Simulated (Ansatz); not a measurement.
**AlH4 (doublet): correlated methods under varied settings at distance H2–H3 = 1.722 Å**

Aim: run AlH4 (doublet) at one geometry under a spread of methods and options, and see what each costs and gives.

Program: Ansatz 0.2.0, Gaussian basis. Level of theory: the settings change from run to run. These are calculated values, not measurements.

27 further runs of the same task are left out: 8 for a known fault of the program, 4 for a mislabelled method, 10 that didn't finish, 5 set aside as unsound or not needed.

## 1. The system

The geometry derives from a PBE0/def2-TZVP stationary point (not a proven minimum). One bond is set to the value named and the two fragments are kept rigid.

5 atoms, charge 0, spin multiplicity 2.

Atoms are counted from 1 here; the program's logs count them from 0.

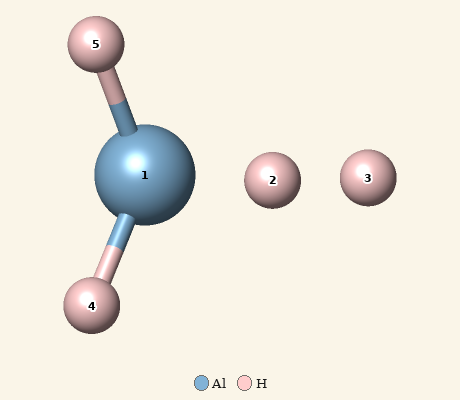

The geometry (aluminium light blue, hydrogen pink); atoms are numbered from 1 in the order of the file.

## 2. BCCD(T) on UHF/6-31G

Input file in.yaml:

```yaml
crystal:
  periodic: [false, false, false]
  atoms:
    - {symbol: Al, position_ang: [-0.028836, 0.000581, -0.131578]}
    - {symbol: H, position_ang: [0.479753, 0.002236, 1.986962]}
    - {symbol: H, position_ang: [-1.240813, -0.021823, 1.920945]}
    - {symbol: H, position_ang: [0.764332, 1.383744, -0.187607]}
    - {symbol: H, position_ang: [0.768643, -1.379695, -0.198100]}
basis:
  gaussian: {orbitals: 6-31G}
magnetization: {spin_polarized: true, initial_magnetization: 1}
correlation: {method: bccd_t, electrons: outside_noble_gas}
scf: {omitted_lower_state_checks: [cluster_reference]}
```

Started as:

```bash
ansatz run in.yaml --threads 1 --pin off --events-out ev --progress --plain --max-ram 2393MiB
```

The program printed, shortened:

```text
Functional definition: HF
  name "HF"
  cite "Fock, Z. Phys. 61, 126 (1930) doi:10.1007/BF01340294"
  parent pbe
[...]
266 factors; integrals over basis functions are off by at most 2.0e-4 eV
[...]
mean field -6639.72742453 eV, -244.0054822824 hartree, gradient 3.0e-6 eV, S^2 1.214499; 3 other end points of the search recorded, 0 dependent functions left out
5 core orbitals not correlated: weight in the atoms' cores, before any rotation towards them, 1.000 or more for the frozen orbitals, at most 0.000 for the correlated occupied ones
reference -6639.72742453 eV, -244.0054822824 hartree; 4, 3 occupied and 12, 13 virtual orbitals, 266 factors
second order -1.08852882 eV of doubles, -0.00000000 eV of singles
cycle   1  -1.45444548 eV  change   -3.7e-1 eV  update   7.2e-2
[...]
cycle  22  -2.14307537 eV  change   -5.8e-7 eV  update   1.4e-6
perturbative correction -0.06425902 eV, -0.0023614753 hartree
Total energy: -6641.93475891 eV, -244.0866003249 hartree
Checks for a lower state left out: cluster_reference
```

Run time: 0.45 s. Hardware: 1 thread of Arm Neoverse V1, shared host.

From the report: ⟨S²⟩ of the determinant 1.214 (pure doublet: 0.75); correlation -2.2073 eV; largest double amplitude 0.14.

## 3. CCSD(T) on ROHF/def2-SVP

Edit in.yaml of step 2 so:

```diff
@@ -9,5 +9,5 @@
 basis:
-  gaussian: {orbitals: 6-31G}
-magnetization: {spin_polarized: true, initial_magnetization: 1}
-correlation: {method: bccd_t, electrons: outside_noble_gas}
-scf: {omitted_lower_state_checks: [cluster_reference]}
+  gaussian: {orbitals: def2-SVP}
+magnetization: {spin_polarized: false, initial_magnetization: 1}
+correlation: {method: ccsd_t, electrons: valence}
+output: {forces: true}
```

Launched as before.

The program printed, shortened:

```text
Functional definition: HF
  name "HF"
  cite "Fock, Z. Phys. 61, 126 (1930) doi:10.1007/BF01340294"
  parent pbe
[...]
366 factors; integrals over basis functions are off by at most 1.2e-3 eV
[...]
mean field -6638.36234605 eV, -243.9553165737 hartree, gradient 7.2e-6 eV, S^2 0.750000; 0 other end points of the search recorded, 0 dependent functions left out
[...]
5 core orbitals not correlated: weight in the atoms' cores, before any rotation towards them, 1.000 or more for the frozen orbitals, at most 0.000 for the correlated occupied ones
reference -6638.36234605 eV, -243.9553165737 hartree; 4, 3 occupied and 29, 30 virtual orbitals, 366 factors
second order -2.43241217 eV of doubles, -0.07378104 eV of singles
cycle   1  -3.05187624 eV  change   -5.4e-1 eV  update   8.4e-2
[...]
cycle  18  -3.46980809 eV  change   -2.5e-7 eV  update   6.8e-7
perturbative correction -0.09772631 eV, -0.0035913755 hartree
[...]
Total energy: -6641.92988045 eV, -244.0864210447 hartree
Atom 0 at    -0.028836     0.000581    -0.131578 Å, force     0.447369    -0.023789     2.717442 eV/Å
Atom 1 at     0.479753     0.002236     1.986962 Å, force    -1.259327    -0.019367    -0.503608 eV/Å
Atom 2 at    -1.240813    -0.021823     1.920945 Å, force     1.741291     0.037133    -1.484516 eV/Å
Atom 3 at     0.764332     1.383744    -0.187607 Å, force    -0.467408    -0.008592    -0.363457 eV/Å
Atom 4 at     0.768643    -1.379695    -0.198100 Å, force    -0.461926     0.014616    -0.365861 eV/Å
Dipole moment:    -0.189098     0.002821    -0.313526 e Å
```

Run time: 1.8 s. Hardware: 1 thread of Arm Neoverse V1, shared host.

From the report: correlation -3.5675 eV; T1 0.070; largest double amplitude 0.12.

## 4. CCSDT/6-31G

Edit in.yaml of step 3 so:

```diff
@@ -9,5 +9,7 @@
 basis:
-  gaussian: {orbitals: def2-SVP}
+  gaussian: {orbitals: 6-31G}
 magnetization: {spin_polarized: false, initial_magnetization: 1}
-correlation: {method: ccsd_t, electrons: valence}
-output: {forces: true}
+hamiltonian: {xc: {name: PBE}}
+correlation: {method: ccsdt, electrons: valence}
+accuracy: high
+scf: {omitted_lower_state_checks: [cluster_reference]}
```

Launched as before.

The program printed, shortened:

```text
Functional definition: PBE
  name "PBE"
  cite "Perdew, Burke & Ernzerhof, Phys. Rev. Lett. 77, 3865 (1996) doi:10.1103/PhysRevLett.77.3865"
  parent pbe
[...]
482 factors; integrals over basis functions are off by at most 3.0e-9 eV
[...]
mean field -6652.18849928 eV, -244.4634183332 hartree, gradient 2.5e-8 eV, S^2 0.750000; 0 other end points of the search recorded, 0 dependent functions left out
5 core orbitals not correlated: weight in the atoms' cores, before any rotation towards them, 1.000 or more for the frozen orbitals, at most 0.000 for the correlated occupied ones
reference -6638.87766045 eV, -243.9742540285 hartree; 4, 3 occupied and 12, 13 virtual orbitals, 482 factors
second order -1.79444865 eV of doubles, -0.26921896 eV of singles
cycle   1  -2.55259265 eV  change   -4.9e-1 eV  update   8.8e-2
[...]
cycle  37  -3.03585376 eV  change   3.3e-10 eV  update  3.5e-10
Total energy: -6641.91351420 eV, -244.0858195963 hartree
Checks for a lower state left out: cluster_reference
```

Wall time 2.9 s (1 thread of Arm Neoverse V1, shared host).

From the report: correlation -3.0359 eV; T1 0.037; largest double amplitude 0.17. The orbitals are Kohn-Sham ones, so correlation energy and T1 don't compare with those on Hartree-Fock orbitals.

## 5. BCCD on UHF/6-31++G**

Edit in.yaml of step 4 so:

```diff
@@ -9,7 +9,5 @@
 basis:
-  gaussian: {orbitals: 6-31G}
-magnetization: {spin_polarized: false, initial_magnetization: 1}
-hamiltonian: {xc: {name: PBE}}
-correlation: {method: ccsdt, electrons: valence}
-accuracy: high
+  gaussian: {orbitals: "6-31++G**"}
+magnetization: {spin_polarized: true, initial_magnetization: 1}
+correlation: {method: bccd, electrons: valence, diis_vectors: 12}
 scf: {omitted_lower_state_checks: [cluster_reference]}
```

Same command.

The program printed, shortened:

```text
Functional definition: HF
  name "HF"
  cite "Fock, Z. Phys. 61, 126 (1930) doi:10.1007/BF01340294"
  parent pbe
[...]
405 factors; integrals over basis functions are off by at most 1.1e-3 eV
[...]
mean field -6640.45211758 eV, -244.0321142610 hartree, gradient 2.8e-6 eV, S^2 1.184862; 3 other end points of the search recorded, 0 dependent functions left out
5 core orbitals not correlated: weight in the atoms' cores, before any rotation towards them, 1.000 or more for the frozen orbitals, at most 0.000 for the correlated occupied ones
reference -6640.45211758 eV, -244.0321142610 hartree; 4, 3 occupied and 38, 39 virtual orbitals, 405 factors
second order -1.85155258 eV of doubles, -0.00000000 eV of singles
cycle   1  -2.29225631 eV  change   -4.4e-1 eV  update   7.4e-2
[...]
cycle  21  -2.94821130 eV  change   -4.9e-8 eV  update   1.8e-6
Total energy: -6643.40032888 eV, -244.1404590278 hartree
Checks for a lower state left out: cluster_reference
```

Wall time 1.5 s (1 thread of Arm Neoverse V1, shared host).

From the report: ⟨S²⟩ of the determinant 1.185 (pure doublet: 0.75); correlation -2.9482 eV; largest double amplitude 0.10.

## 6. MRCISD+Q(relaxed)(5,3)/def2-SVP

Edit in.yaml of step 5 so:

```diff
@@ -9,5 +9,5 @@
 basis:
-  gaussian: {orbitals: "6-31++G**"}
-magnetization: {spin_polarized: true, initial_magnetization: 1}
-correlation: {method: bccd, electrons: valence, diis_vectors: 12}
-scf: {omitted_lower_state_checks: [cluster_reference]}
+  gaussian: {orbitals: def2-SVP}
+magnetization: {spin_polarized: false, initial_magnetization: 1}
+correlation: {method: fic_mrcisd_q_relaxed, electrons: outside_noble_gas, active_space: {window: {electrons: 5, orbitals: 3}}}
+accuracy: high
```

The command is unchanged.

The program printed, shortened:

```text
Functional definition: HF
  name "HF"
  cite "Fock, Z. Phys. 61, 126 (1930) doi:10.1007/BF01340294"
  parent pbe
[...]
766 factors; integrals over basis functions are off by at most 3.4e-9 eV
[...]
mean field -6638.36240776 eV, -243.9553188417 hartree, gradient 6.1e-8 eV, S^2 0.750000; 0 other end points of the search recorded, 0 dependent functions left out
reference -6638.36240776 eV, -243.9553188417 hartree; 9, 8 occupied and 29, 30 virtual orbitals, 766 factors
state -6638.36240776 eV, -243.9553188417 hartree
contracted CI cycle   1: correlation 0.00000000 eV, 0.0000000000 hartree, residual 1.25e1 eV
contracted CI cycle   2: correlation -2.98998825 eV, -0.1098800415 hartree, residual 2.51e0 eV
contracted CI cycle   3: correlation -3.16702742 eV, -0.1163861111 hartree, residual 1.10e0 eV
contracted CI cycle   4: correlation -3.20283253 eV, -0.1177019246 hartree, residual 4.99e-1 eV
[...]
contracted CI cycle  12: correlation -3.21213492 eV, -0.1180437812 hartree, residual 3.08e-4 eV
contracted CI cycle  13: correlation -3.21213493 eV, -0.1180437813 hartree, residual 1.09e-4 eV
contracted CI cycle  14: correlation -3.21213493 eV, -0.1180437813 hartree, residual 3.98e-5 eV
contracted CI cycle  15: correlation -3.21213493 eV, -0.1180437813 hartree, residual 1.58e-5 eV
contracted CI cycle  16: correlation -3.21213493 eV, -0.1180437813 hartree, residual 8.96e-6 eV
contracted CI cycle  17: correlation -3.21213493 eV, -0.1180437813 hartree, residual 4.06e-6 eV
contracted CI cycle  18: correlation -3.21213493 eV, -0.1180437813 hartree, residual 1.59e-6 eV
contracted CI cycle  19: correlation -3.21213493 eV, -0.1180437813 hartree, residual 5.22e-7 eV
contracted CI cycle  20: correlation -3.21213493 eV, -0.1180437813 hartree, residual 1.78e-7 eV
state -6638.36240776 eV, -243.9553188417 hartree; corrected -6641.95197066 eV, -244.0872328450 hartree
WARN: 2 active orbitals are nearly empty or full. The corrections depend on them more than the energy does, and are more stable in an active space without them
Total energy: -6641.95197066 eV, -244.0872328450 hartree
```

It took 1.1 s on 1 thread of Arm Neoverse V1, shared host.

From the report: 3 determinants; active occupations 2.00, 2.00, 1.00. The report marks this result as in doubt.

## 7. NEVPT4(SD)(7,5)/def2-mTZVP

Edit in.yaml of step 6 so:

```diff
@@ -9,5 +9,5 @@
 basis:
-  gaussian: {orbitals: def2-SVP}
+  gaussian: {orbitals: def2-mTZVP}
 magnetization: {spin_polarized: false, initial_magnetization: 1}
-correlation: {method: fic_mrcisd_q_relaxed, electrons: outside_noble_gas, active_space: {window: {electrons: 5, orbitals: 3}}}
-accuracy: high
+hamiltonian: {pseudopotentials: {relativity: scalar}}
+correlation: {method: fic_nevpt4_sd, electrons: valence, active_space: {window: {electrons: 7, orbitals: 5}}}
```

The command is unchanged.

The program printed:

```text
Functional definition: HF
  name "HF"
  cite "Fock, Z. Phys. 61, 126 (1930) doi:10.1007/BF01340294"
  parent pbe
  exchange = exact_x
  correlation = 0
339 factors; integrals over basis functions are off by at most 5.4e-4 eV
mean field evaluation 1: about -6650.2206 eV, gradient 8.3e0 eV
mean field evaluation 2: about -6650.4579 eV, gradient 8.8e0 eV
mean field evaluation 4: about -6651.0408 eV, gradient 1.1e0 eV
mean field evaluation 8: about -6651.1055 eV, gradient 5.0e-1 eV
mean field evaluation 16: about -6651.1324 eV, gradient 3.0e-3 eV
mean field -6651.13240205 eV, -244.4246074757 hartree, gradient 3.0e-6 eV, S^2 0.750000; 0 other end points of the search recorded, 0 dependent functions left out
reference -6651.13240205 eV, -244.4246074757 hartree; 9, 8 occupied and 25, 26 virtual orbitals, 339 factors
state -6652.11610978 eV, -244.4607580682 hartree
state -6652.11610978 eV, -244.4607580682 hartree; corrected -6653.79264901 eV, -244.5223697484 hartree
Total energy: -6653.79264901 eV, -244.5223697484 hartree
Relativity: scalar
```

Run time: 0.45 s. Hardware: 1 thread of Arm Neoverse V1, shared host.

From the report: 50 determinants; active occupations 2.00, 2.00, 1.82, 1.00, 0.18.

## 8. CISD/6-31G

Edit in.yaml of step 7 so:

```diff
@@ -9,5 +9,5 @@
 basis:
-  gaussian: {orbitals: def2-mTZVP}
+  gaussian: {orbitals: 6-31G}
 magnetization: {spin_polarized: false, initial_magnetization: 1}
 hamiltonian: {pseudopotentials: {relativity: scalar}}
-correlation: {method: fic_nevpt4_sd, electrons: valence, active_space: {window: {electrons: 7, orbitals: 5}}}
+correlation: {active_space: {ras: {orbitals: [8, 1, 12], electrons: 17, max_holes: 2, max_particles: 2}, fixed_orbitals: true}}
```

The command is unchanged.

The program printed:

```text
Functional definition: HF
  name "HF"
  cite "Fock, Z. Phys. 61, 126 (1930) doi:10.1007/BF01340294"
  parent pbe
  exchange = exact_x
  correlation = 0
266 factors; integrals over basis functions are off by at most 2.0e-4 eV
mean field evaluation 1: about -6649.6085 eV, gradient 6.6e0 eV
mean field evaluation 2: about -6649.6111 eV, gradient 6.7e0 eV
mean field evaluation 4: about -6650.0386 eV, gradient 8.1e-1 eV
mean field evaluation 8: about -6650.1108 eV, gradient 1.8e-1 eV
mean field -6650.11222520 eV, -244.3871166683 hartree, gradient 9.6e-7 eV, S^2 0.750000; 0 other end points of the search recorded, 0 dependent functions left out
reference -6650.11222520 eV, -244.3871166683 hartree; 9, 8 occupied and 12, 13 virtual orbitals, 266 factors
state -6652.57797091 eV, -244.4777311515 hartree
Total energy: -6652.57797091 eV, -244.4777311515 hartree
Relativity: scalar
```

It took 1.1 s on 1 thread of Arm Neoverse V1, shared host.

From the report: 24,261 determinants.

## 9. CASSCF(7,5)/6-31G*

Edit in.yaml of step 8 so:

```diff
@@ -9,5 +9,4 @@
 basis:
-  gaussian: {orbitals: 6-31G}
+  gaussian: {orbitals: "6-31G*"}
 magnetization: {spin_polarized: false, initial_magnetization: 1}
-hamiltonian: {pseudopotentials: {relativity: scalar}}
-correlation: {active_space: {ras: {orbitals: [8, 1, 12], electrons: 17, max_holes: 2, max_particles: 2}, fixed_orbitals: true}}
+correlation: {active_space: {window: {electrons: 7, orbitals: 5}}}
```

The command is unchanged.

The program printed:

```text
Functional definition: HF
  name "HF"
  cite "Fock, Z. Phys. 61, 126 (1930) doi:10.1007/BF01340294"
  parent pbe
  exchange = exact_x
  correlation = 0
293 factors; integrals over basis functions are off by at most 5.9e-4 eV
mean field evaluation 1: about -6639.3424 eV, gradient 7.8e0 eV
mean field evaluation 2: about -6639.3584 eV, gradient 7.8e0 eV
mean field evaluation 4: about -6639.8747 eV, gradient 9.3e-1 eV
mean field evaluation 8: about -6639.9496 eV, gradient 3.4e-1 eV
mean field evaluation 16: about -6639.9521 eV, gradient 6.2e-7 eV
mean field -6639.95209979 eV, -244.0137389462 hartree, gradient 6.4e-7 eV, S^2 0.750000; 0 other end points of the search recorded, 0 dependent functions left out
reference -6639.95209979 eV, -244.0137389462 hartree; 9, 8 occupied and 18, 19 virtual orbitals, 293 factors
state -6640.91005544 eV, -244.0489431669 hartree
Total energy: -6640.91005544 eV, -244.0489431669 hartree
```

Run time: 0.27 s. Hardware: 1 thread of Arm Neoverse V1, shared host.

From the report: 50 determinants; active occupations 2.00, 2.00, 1.82, 1.01, 0.17.

## 10. CCSDT(Q)/def2-SVP

Edit in.yaml of step 9 so:

```diff
@@ -9,4 +9,5 @@
 basis:
-  gaussian: {orbitals: "6-31G*"}
+  gaussian: {orbitals: def2-SVP, fitting: {mean_field: def2-universal-jkfit}}
 magnetization: {spin_polarized: false, initial_magnetization: 1}
-correlation: {active_space: {window: {electrons: 7, orbitals: 5}}}
+hamiltonian: {xc: {name: r2SCAN}}
+correlation: {method: ccsdt_q, electrons: outside_noble_gas}
```

Same command.

The program printed, shortened:

```text
Functional definition: r2SCAN
  name "r2SCAN"
  cite "Furness, Kaplan, Ning, Perdew & Sun, J. Phys. Chem. Lett. 11, 8208 (2020) doi:10.1021/acs.jpclett.0c02405"
  cite "Furness, Kaplan, Ning, Perdew & Sun, J. Phys. Chem. Lett. 11, 9248 (2020) doi:10.1021/acs.jpclett.0c03077"
  parent r2scan
[...]
200 factors; integrals over basis functions are off by at most 5.0e-1 eV
[...]
mean field -6654.00281542 eV, -244.5300932215 hartree, gradient 1.7e-7 eV, S^2 0.750000; 0 other end points of the search recorded, 0 dependent functions left out
[...]
5 core orbitals not correlated: weight in the atoms' cores, before any rotation towards them, 1.000 or more for the frozen orbitals, at most 0.000 for the correlated occupied ones
reference -6637.99615233 eV, -243.9418592029 hartree; 4, 3 occupied and 29, 30 virtual orbitals, 200 factors
second order -2.73211220 eV of doubles, -0.22820888 eV of singles
cycle   1  -3.48668810 eV  change   -5.3e-1 eV  update   8.0e-2
[...]
cycle  20  -3.94084917 eV  change    2.5e-7 eV  update   5.2e-7
perturbative correction -0.00394911 eV, -0.0001451270 hartree
Total energy: -6641.94095062 eV, -244.0868278659 hartree
```

Run time: 9 s. Hardware: 1 thread of Arm Neoverse V1, shared host.

From the report: correlation -3.9448 eV; T1 0.031; largest double amplitude 0.15. The orbitals are Kohn-Sham ones, so correlation energy and T1 don't compare with those on Hartree-Fock orbitals.

## 11. All runs side by side

Where basis and cores are those of an earlier FCI/6-31G run (-6641.9781 eV), and the state is the same kind, the miss against it is given. † marks a result that the program doubts.

```
                                      level         correlated  functions  energy (eV)  from FCI (meV)    time
                       BCCD(T) on UHF/6-31G  outside noble gas         21   -6641.9348            43.4  0.45 s
                   CCSD(T) on ROHF/def2-SVP            valence         38   -6641.9299                   1.8 s
              CCSDT/6-31G (on PBE orbitals)            valence         21   -6641.9135            64.6   2.9 s
                      BCCD on UHF/6-31++G**            valence         47   -6643.4003                   1.5 s
          MRCISD+Q(relaxed)(5,3)/def2-SVP †  outside noble gas         38   -6641.9520                   1.1 s
NEVPT4(SD)(7,5)/def2-mTZVP (relativity set)            valence         34   -6653.7926                  0.45 s
                CISD/6-31G (relativity set)                all         21   -6652.5780                   1.1 s
                         CASSCF(7,5)/6-31G*                            27   -6640.9101                  0.27 s
     CCSDT(Q)/def2-SVP (on r2SCAN orbitals)  outside noble gas         38   -6641.9410                     9 s
```

## 12. Results

```
quantity                                        value
    runs                                            9
quickest                   CASSCF(7,5)/6-31G*, 0.27 s
 slowest  CCSDT(Q)/def2-SVP (on r2SCAN orbitals), 9 s
```

Total energies in different bases, with other cores or another treatment of relativity can't be set against each other. CCSDT(Q)/def2-SVP (on r2SCAN orbitals) took 33 times as long as CASSCF(7,5)/6-31G*; the jobs differ in more than the method. Among the correlated runs with a miss given, it spans +43 to +65 meV. Cores frozen from Kohn-Sham orbitals shift the total energy.
